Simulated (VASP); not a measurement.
Band structure of Ce (space group Cmcm). These are PBEsol GGA with spin-orbit coupling, VASP's PBE PAW potentials (set 64) (plane waves; VASP) values and carry that method's errors.

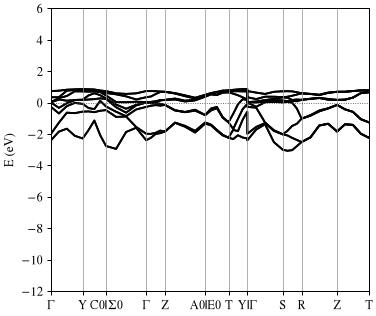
*Bands along high-symmetry lines, zero at the valence-band maximum or, without a gap, the Fermi level*

Read the plot: is there a gap, and where are the band edges?

It has no gap at this level: it comes out as a metal or semimetal.

The structure comes from a measured Ce entry (Cmcm) of the Crystallography Open Database, whose conditions weren't checked. It was relaxed first.
